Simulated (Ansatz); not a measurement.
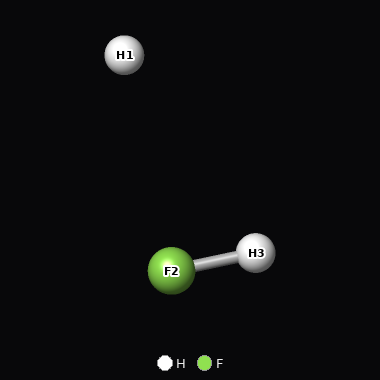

The system is H + FH, spin multiplicity 2; the picture shows the reference structure. Coordinates scanned: (1) distance H1–F2; (2) distance F2–H3. Nothing is relaxed (the angle H1–F2–H3 is fixed at 90 degrees). The scan uses a 17 × 17 grid; 153 points were computed and 136 follow by symmetry. Points are written as (first, second). All energies are given in kcal/mol relative to the lowest grid point. In part of the range the unrestricted reference is strongly spin-contaminated. The calculation used Ansatz 0.2.0, UKS B3LYP-D4/aug-cc-pVTZ.

Its coordinates:

```xyz
3

H    -2.3280    0.0000    0.0000
F     0.0000    0.0000    0.0000
H     0.0000    0.9100    0.0000
```

Range: distance H1–F2 from 0.728 to 2.328 Å; distance F2–H3 from 0.728 to 2.328 Å.

**What will the energy surface look like?**

The lowest grid point is at (0.910 Å, 2.328 Å). It lies in a valley that leaves the map towards separated partners. The highest grid point, (0.728 Å, 0.728 Å), lies 187 kcal/mol above the lowest. On the interpolated surface the lowest path from the side where the first distance is long, about (2.33 Å, 0.93 Å), to the side where the second distance is long, about (0.93 Å, 2.33 Å), has its top at about (1.10 Å, 1.10 Å), about 36 kcal/mol above the start and 36 kcal/mol above the end.

| distance F2–H3 ↓, distance H1–F2 → | 0.772 | 0.910 | 1.081 | 1.274 | 1.485 | 1.711 | 1.949 | 2.199 |
| --- | --- | --- | --- | --- | --- | --- | --- | --- |
| 2.328 | 23 | 0 | 11 | 39 | 71 | 98 | 115 | 124 |
| 2.073 | 24 | 1 | 12 | 40 | 71 | 98 | 113 | 120 |
| 1.829 | 27 | 4 | 15 | 42 | 72 | 94 | 105 | 108 |
| 1.596 | 33 | 9 | 19 | 45 | 69 | 82 | 85 | 86 |
| 1.378 | 44 | 19 | 27 | 46 | 57 | 58 | 56 | 55 |
| 1.175 | 60 | 33 | 34 | 38 | 34 | 29 | 26 | 25 |
| 0.992 | 81 | 48 | 36 | 26 | 15 | 8 | 5 | 3 |
| 0.835 | 112 | 72 | 51 | 34 | 21 | 13 | 9 | 7 |
| 0.728 | 161 | 118 | 92 | 72 | 59 | 50 | 46 | 44 |

The table holds every second grid line.

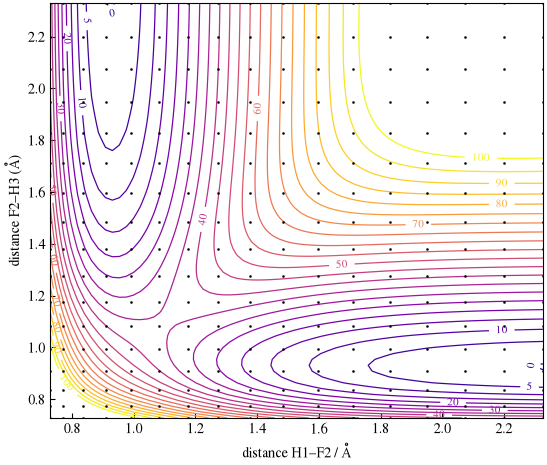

The picture shows contour lines labelled in kcal/mol (none above 100), dots at the grid points. Between grid points the surface is interpolated.

Time for the 153 points that were run: 4 min on 1 thread of Arm Neoverse V2, with other jobs on the host.
